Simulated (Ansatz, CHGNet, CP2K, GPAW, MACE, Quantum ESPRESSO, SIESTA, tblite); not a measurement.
# Random packing of 91Li3PO4-9P3N5 (mol %) (88 atoms) in CP2K

How do the settings of CP2K change the result for random packing of 91Li3PO4-9P3N5 (mol %) (88 atoms)? A plane-wave run serves as the yardstick.

Method: the method is named at each step, in CP2K 2026.2.

## Step 1: The structure

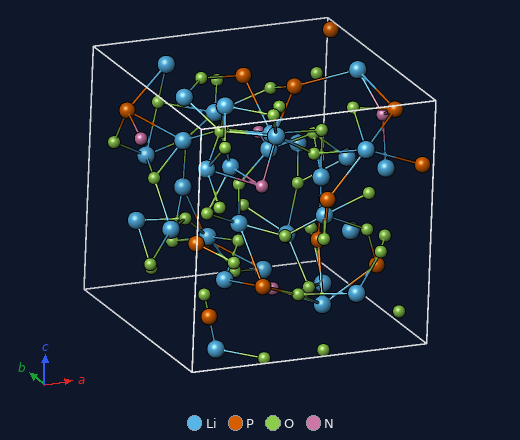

The starting structure, seen slightly off an axis (lithium blue, phosphorus orange, oxygen green, nitrogen pink). Bonds to atoms that aren't drawn are left out. Some periodic images of atoms are drawn too.

The cell holds 88 atoms: 30 Li, 13 P, 40 O and 5 N. Its edges and angles: a = 9.863 Å, b = 9.863 Å, c = 9.863 Å, α = 90.0°, β = 90.0°, γ = 90.0°. 88 atoms (30 Li, 13 P, 40 O, 5 N) packed at random in a cube at 2.29 g/cm³ and pushed apart as soft spheres, cations and anions kept from their own kind; a start for melting by ab initio MD, not an equilibrated structure. Then every atom was moved at random, 0.05 Å r.m.s. a Cartesian component.

The yardstick, on the same geometry:

| Quantity | Value |
| --- | --- |
| method | Kohn-Sham DFT, PBE, PAW, plane waves (Ansatz 0.2.0); cutoff 420 eV, Γ point, fermi-dirac smearing of 0.05 eV; PAW set soft_2 |
| r.m.s. force component | 1.469 eV/Å |
| longest force | 5.411 eV/Å |
| pressure | -3.45 GPa |
| SCF cycles | 15 |
| time | 7.5 s on 8 threads of Arm Neoverse V2, shared host |
| CPU time | 50 s |

## Step 2: PBE, DZVP-MOLOPT-SR, 800/50 Ry, diagonalisation

Method: Kohn-Sham DFT, PBE, GTH-PBE pseudopotentials, Gaussian and plane waves, DZVP-MOLOPT-SR-GTH, diagonalisation.

Input file input.inp:

```
&GLOBAL
  PROJECT cell
  RUN_TYPE ENERGY_FORCE
  PRINT_LEVEL LOW
&END GLOBAL
&FORCE_EVAL
  METHOD QS
  STRESS_TENSOR ANALYTICAL
  &DFT
    BASIS_SET_FILE_NAME BASIS_MOLOPT
    POTENTIAL_FILE_NAME GTH_POTENTIALS
    &MGRID
      CUTOFF 800
      REL_CUTOFF 50
      NGRIDS 5
    &END MGRID
    &QS
      EPS_DEFAULT 1.0E-12
    &END QS
    &SCF
      SCF_GUESS ATOMIC
      EPS_SCF 1.0E-06
      MAX_SCF 200
      ADDED_MOS 14
      &DIAGONALIZATION
        ALGORITHM STANDARD
      &END DIAGONALIZATION
      &SMEAR ON
        METHOD FERMI_DIRAC
        ELECTRONIC_TEMPERATURE [K] 580
      &END SMEAR
      &MIXING
        METHOD BROYDEN_MIXING
        ALPHA 0.3
        NBROYDEN 8
      &END MIXING
      &PRINT
        &RESTART OFF
        &END RESTART
      &END PRINT
    &END SCF
    &XC
      &XC_FUNCTIONAL PBE
      &END XC_FUNCTIONAL
    &END XC
    &PRINT
      &MULLIKEN ON
      &END MULLIKEN
      &HIRSHFELD ON
        SHAPE_FUNCTION DENSITY
      &END HIRSHFELD
      &MO ON
        EIGENVALUES T
        OCCUPATION_NUMBERS T
        MO_INDEX_RANGE 199 222
        &EACH
          QS_SCF 0
        &END EACH
        ADD_LAST NUMERIC
      &END MO
    &END PRINT
  &END DFT
  &SUBSYS
    &CELL
      A 9.86300 0.00000 0.00000
      B 0.00000 9.86300 0.00000
      C 0.00000 0.00000 9.86300
    &END CELL
    &TOPOLOGY
      COORD_FILE_NAME structure.xyz
      COORD_FILE_FORMAT XYZ
    &END TOPOLOGY
    &KIND Li
      BASIS_SET DZVP-MOLOPT-SR-GTH-q3
      POTENTIAL GTH-PBE-q3
    &END KIND
    &KIND P
      BASIS_SET DZVP-MOLOPT-SR-GTH-q5
      POTENTIAL GTH-PBE-q5
    &END KIND
    &KIND O
      BASIS_SET DZVP-MOLOPT-SR-GTH-q6
      POTENTIAL GTH-PBE-q6
    &END KIND
    &KIND N
      BASIS_SET DZVP-MOLOPT-SR-GTH-q5
      POTENTIAL GTH-PBE-q5
    &END KIND
  &END SUBSYS
  &PRINT
    &FORCES ON
    &END FORCES
    &STRESS_TENSOR ON
    &END STRESS_TENSOR
  &END PRINT
&END FORCE_EVAL
```

Input file structure.xyz:

```xyz
88

Li 9.43317 6.78594 5.29781
Li 7.09958 8.94564 0.28267
Li 5.98674 6.51283 6.12502
Li 4.46350 8.24211 7.20522
Li 4.07608 7.62361 2.42561
Li 9.53387 3.51261 5.96435
Li 2.41466 6.65023 6.85094
Li 3.11276 3.80623 6.67459
Li 6.41845 2.26030 4.85230
Li 4.02943 1.79132 8.50200
Li 8.75913 4.72033 9.63822
Li 5.11890 4.51992 7.54312
Li 9.54216 6.45819 2.42156
Li 8.87848 7.34823 0.06155
Li 3.41447 4.59705 1.78698
Li 1.41159 4.58600 9.43169
Li 2.35085 8.26450 9.39766
Li 8.38937 8.99289 5.23390
Li 7.19180 0.76852 2.09658
Li 1.30369 2.15053 7.35957
Li 1.50440 5.51539 3.74370
Li 1.31927 8.21982 3.20311
Li 7.19289 0.42302 8.04959
Li 6.95253 3.26278 0.81537
Li 1.95347 2.06216 0.00996
Li 7.33344 4.60267 5.48955
Li 7.30503 7.39577 2.22884
Li 3.68847 4.08535 4.20637
Li 3.88987 9.61317 3.78216
Li 1.94242 8.88923 5.54419
P 0.66171 1.45312 4.64794
P 9.56760 0.35112 7.18312
P 7.30493 4.57752 2.95900
P 9.12840 2.04371 8.90639
P 5.04206 9.75096 1.46022
P 5.63789 0.39265 6.21172
P 6.82677 6.22296 8.68151
P 0.80433 0.36769 2.04085
P 8.95866 2.79537 2.35233
P 4.46735 5.82913 9.53229
P 3.79252 1.96708 2.35745
P 9.79741 9.43287 9.53249
P 0.45616 7.59875 7.98390
O 8.71652 8.26539 8.29054
O 5.83239 2.16158 7.45071
O 5.76877 0.53684 0.04419
O 3.36476 5.19376 7.69876
O 1.50352 7.12552 1.62365
O 7.25256 4.54112 7.42812
O 0.28701 8.30405 6.47131
O 2.66153 5.77567 9.65972
O 5.56046 0.41878 4.60977
O 8.37359 2.54100 3.94727
O 7.93735 0.33514 3.84746
O 1.49819 2.32402 2.18682
O 3.29651 0.57413 9.85432
[... 28 atom lines left out ...]
N 3.38567 1.53685 6.62419
N 0.16244 5.66906 7.52991
N 6.56126 8.68102 6.00972
N 5.39378 4.47494 1.23692
```

Command:

```bash
> OMP_NUM_THREADS=1 mpirun -np 4 cp2k.psmp -i input.inp > output.txt
```

Numbers of over 12 decimals in the logs are rounded to 6 here.

Log:

```text
CP2K| version string:                                       CP2K version 2026.2
 CP2K| Input file name                                                 input.inp
 GLOBAL| Basis set file name                                        BASIS_MOLOPT
 GLOBAL| Potential file name                                      GTH_POTENTIALS
 GLOBAL| Run type                                                   ENERGY_FORCE
 GLOBAL| Total number of message passing processes                             4
 GLOBAL| Number of threads for this process                                    1
 TOTAL NUMBERS AND MAXIMUM NUMBERS
  Total number of            - Atomic kinds:                                   4
                             - Atoms:                                         88
                             - Shell sets:                                    88
                             - Shells:                                       410
                             - Primitive Cartesian functions:                427
                             - Cartesian basis functions:                    992
                             - Spherical basis functions:                    934
  Maximum angular momentum of- Orbital basis functions:                        2
                             - Local part of the GTH pseudopotential:          6
                             - Non-local part of the GTH pseudopotential:      2
 SCF PARAMETERS         Density guess:                                    ATOMIC
                        max_scf:                                             200
                        eps_scf:                                        1.00E-06
                        added MOs                                        14    0
                        Mixing method:                            BROYDEN_MIXING
                                                charge density mixing in g-space
                        Smear method:                                FERMI_DIRAC
                        Electronic temperature [K]:                        580.0
                        Electronic temperature [a.u.]:                  1.84E-03
                        Accuracy threshold:                             1.00E-10
 Extrapolation method: initial_guess
 Number of electrons:                                                        420
 Number of occupied orbitals:                                                210
 Number of molecular orbitals:                                               224
 Number of orbital functions:                                                934
 Number of independent orbital functions:                                    934
 SCF WAVEFUNCTION OPTIMIZATION
  Step     Update method      Time    Convergence         Total energy    Change
     1 NoMix/Diag. 0.30E+00    4.1     0.95229325     -1003.7998037293 -1.00E+03
 *** the last MO => Add more MOs for proper smearing.                   ***
     2 Broy./Diag. 0.30E+00    5.5     1.89643040      -944.2521672112  5.95E+01
 *** the last MO => Add more MOs for proper smearing.                   ***
     3 Broy./Diag. 0.30E+00    5.6     1.78663000     -1016.2464560575 -7.20E+01
 *** the last MO => Add more MOs for proper smearing.                   ***
     4 Broy./Diag. 0.30E+00    5.6     1.25994313     -1003.8815123762  1.24E+01
[...]
*** the last MO => Add more MOs for proper smearing.                   ***
    89 Broy./Diag. 0.30E+00    5.9     0.00000158      -999.1579803427  3.56E-06
 *** the last MO => Add more MOs for proper smearing.                   ***
    90 Broy./Diag. 0.30E+00    6.0     0.00000087      -999.1579832246 -2.88E-06
  *** SCF run converged in    90 steps ***
  Electronic density on regular grids:       -420.0000000000        0.0000000000
  Core density on regular grids:              419.9999999996       -0.0000000004
  Total charge density on r-space grids:       -0.0000000003
  Total charge density g-space grids:          -0.0000000003
  Overlap energy of the core charge distribution:               7.9943e-08
  Self energy of the core charge distribution:              -2188.926542
  Core Hamiltonian energy:                                    559.385161
  Hartree energy:                                             858.883126
  Exchange-correlation energy:                               -228.482437
  Electronic entropic energy:                                  -0.017291
  Fermi energy:                                                 0.117953
  Total energy:                                              -999.157983
  Total energy (extrapolated to T->0):                       -999.149337
 MO| EIGENVALUES AND OCCUPATION NUMBERS
 MO|
 MO|  Index      Eigenvalue [a.u.]        Eigenvalue [eV]             Occupation
 MO|    199               0.102307               2.783927               1.999600
 MO|    200               0.102759               2.796209               1.999489
 MO|    201               0.104102               2.832747               1.998939
[...]
MO|    221               0.134514               3.660307               0.000243
 MO|    222               0.137191               3.733155               0.000057
 MO| Sum:                                                             420.000000
 MO| E(Fermi):            0.117953 a.u.          3.209661 eV
 !-----------------------------------------------------------------------------!
                     Mulliken Population Analysis
 #  Atom  Element  Kind  Atomic population                           Net charge
       1     Li       1          2.556607                              0.443393
       2     Li       1          2.472314                              0.527686
       3     Li       1          2.484615                              0.515385
[...]
87     N        4          5.235131                             -0.235131
      88     N        4          5.277973                             -0.277973
 # Total charge                            420.000000                 -0.000000
 !-----------------------------------------------------------------------------!
 !-----------------------------------------------------------------------------!
                           Hirshfeld Charges
  #Atom  Element  Kind  Ref Charge     Population                    Net charge
      1       Li     1       3.000          2.850                         0.150
      2       Li     1       3.000          2.855                         0.145
      3       Li     1       3.000          2.851                         0.149
[...]
87       N      4       5.000          5.070                        -0.070
     88       N      4       5.000          5.103                        -0.103
  Total Charge                                                           -0.000
 !-----------------------------------------------------------------------------!
 ENERGY| Total FORCE_EVAL ( QS ) energy [hartree]           -999.157982
 FORCES| Atomic forces [hartree/bohr]
 FORCES|   Atom     x               y               z               |f|
 FORCES|      1 -2.19797228E-02  9.18867339E-04  1.50154513E-02   2.66348702E-02
 FORCES|      2 -1.69191731E-02 -6.80135166E-03 -1.21365900E-02   2.19046483E-02
 FORCES|      3  1.08225116E-02  2.54497067E-02 -1.83969961E-02   3.32154151E-02
[...]
FORCES|     87 -2.97534364E-02  3.46348126E-02  1.70051787E-02   4.87238476E-02
 FORCES|     88 -2.58555299E-02  1.89013035E-02 -3.79005736E-03   3.22510811E-02
 FORCES| Sum     7.26097622E-05 -5.87543847E-04 -5.54749701E-04
 FORCES| Total atomic force                                       8.11312012E-04
 STRESS| Analytical stress tensor [bar]
 STRESS|                        x                   y                   z
 STRESS|      x       -2.92833140427E+04  -5.30868806072E+02  -1.89097247292E+04
 STRESS|      y       -5.30868806072E+02  -2.76388150298E+04  -1.75349749851E+04
 STRESS|      z       -1.89097247292E+04  -1.75349749851E+04  -2.10156540498E+04
 STRESS| 1/3 Trace                                            -2.59792610408E+04
```

Elapsed: 8.7 min, on 4 MPI ranks of Arm Neoverse V2, shared host; peak memory 5.2 GiB; 35 min of CPU time.

Banners, paths, timers and routine set-up lines are dropped from the logs unmarked, and long logs keep their key lines alone; longer cuts are marked.

Against the reference:

| Quantity | Value |
| --- | --- |
| r.m.s. force component | 1.458 eV/Å |
| r.m.s. difference of force components | 63.15 meV/Å |
| longest difference of force vectors | 263.2 meV/Å |
| force difference over r.m.s. force | 4.298 % |
| slope of forces against the reference's | 0.9916 |
| correlation of force components | 0.9991 |
| pressure | -2.598 GPa |
| pressure difference | 0.8523 GPa |

Length of the force difference by element (eV/Å):

| element | atoms | mean | most |
| --- | --- | --- | --- |
| Li | 30 | 0.082 | 0.15 |
| N | 5 | 0.058 | 0.064 |
| O | 40 | 0.10 | 0.26 |
| P | 13 | 0.13 | 0.22 |

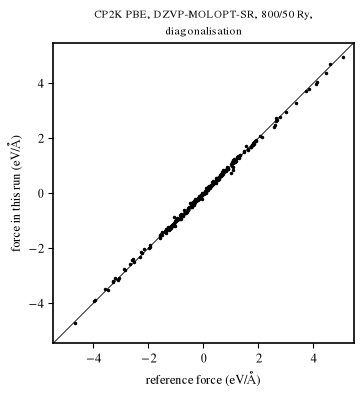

Force components against those of the reference; the line marks equality.

Local excerpt of 13 atoms (numbers count through the whole input) about O49, picked at random; x, y, z are measured from there.

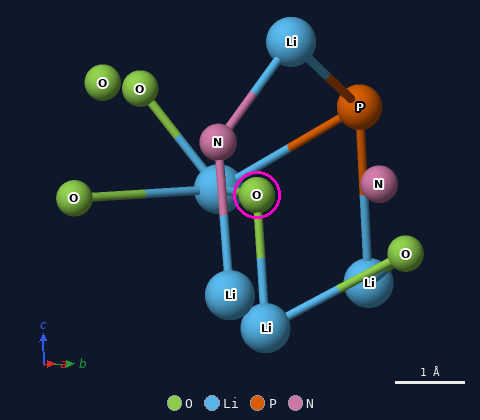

The atoms of the table, within 3.1 Å (arrows a, b, c point along x, y, z); some may hide others; the central atom is ringed.

| atom | x | y | z | distance (Å) | Hirshfeld charge (e) | Fx | Fy | Fz (eV/Å) |
| --- | --- | --- | --- | --- | --- | --- | --- | --- |
| O49 | 0.00 | 0.00 | 0.00 | 0.00 | -0.21 | -1.15 | 2.05 | 0.64 |
| Li26 | 0.08 | 0.06 | -1.94 | 1.94 | 0.20 | -0.17 | 0.64 | 0.61 |
| Li12 | -2.13 | -0.02 | 0.12 | 2.14 | 0.14 | 0.77 | -1.17 | 0.09 |
| P37 | -0.43 | 1.68 | 1.25 | 2.14 | 0.42 | -0.51 | 0.36 | -1.29 |
| O83 | 0.63 | 2.05 | -0.90 | 2.33 | -0.21 | 0.53 | -1.64 | -1.26 |
| N84 | 2.03 | -1.09 | 0.77 | 2.43 | -0.23 | 2.76 | -0.30 | -0.71 |
| Li11 | 1.51 | 0.18 | 2.21 | 2.68 | 0.17 | -0.09 | -0.29 | -0.94 |
| Li3 | -1.27 | 1.97 | -1.30 | 2.68 | 0.15 | 0.56 | 1.31 | -0.95 |
| O45 | -1.42 | -2.38 | 0.02 | 2.77 | -0.11 | -0.80 | -0.36 | -2.81 |
| O69 | 0.18 | -2.32 | 1.69 | 2.88 | -0.22 | 3.78 | -1.41 | 0.28 |
| Li6 | 2.28 | -1.03 | -1.46 | 2.90 | 0.22 | 0.28 | 0.24 | 0.26 |
| N86 | 2.77 | 1.13 | 0.10 | 3.00 | -0.08 | 0.38 | 3.72 | 2.09 |
| O74 | -2.36 | -1.11 | 1.61 | 3.07 | -0.20 | 0.13 | 1.69 | 1.28 |

Forces lie 4.3 % from the reference's, at 41 times its CPU time (on 4 against 8 cores); the SCF took 90 steps, which the time reflects.

## Step 3: PBE, SZV-MOLOPT-SR, 800/50 Ry, diagonalisation

Method: Kohn-Sham DFT, PBE, GTH-PBE pseudopotentials, Gaussian and plane waves, SZV-MOLOPT-SR-GTH, diagonalisation.

input.inp: that of step 2 with these lines changed.

```diff
@@ -68,8 +68,32 @@
     &END CELL
-    &TOPOLOGY
-      COORD_FILE_NAME structure.xyz
-      COORD_FILE_FORMAT XYZ
-    &END TOPOLOGY
+    &COORD
+      SCALED
+      Li 0.95642 0.68802 0.53714
+      Li 0.71982 0.90699 0.02866
+      Li 0.60699 0.66033 0.62101
+      Li 0.45255 0.83566 0.73053
+      Li 0.41327 0.77295 0.24593
+      Li 0.96663 0.35614 0.60472
+      Li 0.24482 0.67426 0.69461
+      Li 0.31560 0.38591 0.67673
+      Li 0.65076 0.22917 0.49197
+      Li 0.40854 0.18162 0.86201
+      Li 0.88808 0.47859 0.97721
+      Li 0.51900 0.45827 0.76479
+      Li 0.96747 0.65479 0.24552
+      Li 0.90018 0.74503 0.00624
+      Li 0.34619 0.46609 0.18118
+      Li 0.14312 0.46497 0.95627
+      Li 0.23835 0.83793 0.95282
+      Li 0.85059 0.91178 0.53066
+      Li 0.72917 0.07792 0.21257
+      Li 0.13218 0.21804 0.74618
+[... 64 atom lines left out ...]
+      N 0.34327 0.15582 0.67162
+      N 0.01647 0.57478 0.76345
+      N 0.66524 0.88016 0.60932
+      N 0.54687 0.45371 0.12541
+    &END COORD
     &KIND Li
-      BASIS_SET DZVP-MOLOPT-SR-GTH-q3
+      BASIS_SET SZV-MOLOPT-SR-GTH-q3
       POTENTIAL GTH-PBE-q3
@@ -77,3 +101,3 @@
     &KIND P
-      BASIS_SET DZVP-MOLOPT-SR-GTH-q5
+      BASIS_SET SZV-MOLOPT-SR-GTH-q5
       POTENTIAL GTH-PBE-q5
@@ -81,3 +105,3 @@
     &KIND O
-      BASIS_SET DZVP-MOLOPT-SR-GTH-q6
+      BASIS_SET SZV-MOLOPT-SR-GTH-q6
       POTENTIAL GTH-PBE-q6
@@ -85,3 +109,3 @@
     &KIND N
-      BASIS_SET DZVP-MOLOPT-SR-GTH-q5
+      BASIS_SET SZV-MOLOPT-SR-GTH-q5
       POTENTIAL GTH-PBE-q5
```

Command:

```bash
> OMP_NUM_THREADS=2 cp2k.psmp -i input.inp > output.txt
```

Log:

```text
CP2K| version string:                                       CP2K version 2026.2
 CP2K| Input file name                                                 input.inp
 GLOBAL| Basis set file name                                        BASIS_MOLOPT
 GLOBAL| Potential file name                                      GTH_POTENTIALS
 GLOBAL| Run type                                                   ENERGY_FORCE
 GLOBAL| Total number of message passing processes                             1
 GLOBAL| Number of threads for this process                                    2
[... lines left out ...]
                        Smear method:                                FERMI_DIRAC
[... lines left out ...]
 Number of electrons:                                                        420
[... lines left out ...]
  Step     Update method      Time    Convergence         Total energy    Change
[... lines left out ...]
  *** SCF run converged in    67 steps ***
[... lines left out ...]
  Fermi energy:                                                 0.200784
  Total energy:                                              -994.902959
  Total energy (extrapolated to T->0):                       -994.894238
[... lines left out ...]
 MO| E(Fermi):            0.200784 a.u.          5.463601 eV
[... lines left out ...]
     88       N      4       5.000          5.105                        -0.105
  Total Charge                                                           -0.000
 !-----------------------------------------------------------------------------!
 ENERGY| Total FORCE_EVAL ( QS ) energy [hartree]           -994.902959
 FORCES| Atomic forces [hartree/bohr]
 FORCES|   Atom     x               y               z               |f|
 FORCES|      1 -2.34201226E-02 -5.25838902E-03  1.43114200E-02   2.79458322E-02
 FORCES|      2 -7.72748952E-03 -7.90948755E-03 -2.03106137E-02   2.31256377E-02
 FORCES|      3  1.72934541E-02  3.28018448E-02 -1.95906079E-02   4.19382462E-02
[...]
FORCES|     87  4.14831231E-03 -2.79936065E-02  1.08501536E-02   3.03080242E-02
 FORCES|     88 -1.63193638E-02  8.26758393E-03  4.59665466E-03   1.88627626E-02
 FORCES| Sum     3.23166134E-04 -7.15661839E-04 -7.55754240E-04
 FORCES| Total atomic force                                       1.08984985E-03
 STRESS| Analytical stress tensor [bar]
 STRESS|                        x                   y                   z
 STRESS|      x        1.88493110766E+05   2.39939964000E+02  -3.79318172718E+04
 STRESS|      y        2.39939964000E+02   1.79060045590E+05  -2.22371952562E+04
 STRESS|      z       -3.79318172718E+04  -2.22371952562E+04   2.08361224888E+05
 STRESS| 1/3 Trace                                             1.91971460415E+05
```

The job ended after 8.1 min (2 threads; peak memory 4 GiB).

Compared with the plane-wave run:

| Item | Value |
| --- | --- |
| r.m.s. force component | 1.605 eV/Å |
| r.m.s. difference of force components | 1845 meV/Å |
| longest difference of force vectors | 7784 meV/Å |
| force difference over r.m.s. force | 125.6 % |
| slope of forces against the reference's | 0.3085 |
| correlation of force components | 0.2824 |
| pressure | 19.2 GPa |
| pressure difference | 22.65 GPa |

This is a coarse setting, run to see what it loses.

Against the first run (4.3 %), the force difference from the reference is 126 %, at 0.41 times the CPU time (on 2 against 4 cores), with 292 basis functions against 934: the smaller basis costs accuracy.

(Continued in part 2 of 2.)

[Also dropped from logs without a mark: logging warnings of Python, and SIESTA's first energy breakdown and zero terms.]

[Logs are printed without paths, hosts, clocks, repeated set-up lines and the standing remarks that a program may print on its own settings, such as how far it seeks lower states.]

[Hosts, paths, dates, database ids (printed as entryN), source tags and the programs' standing remarks are cut or masked in the printed files.]
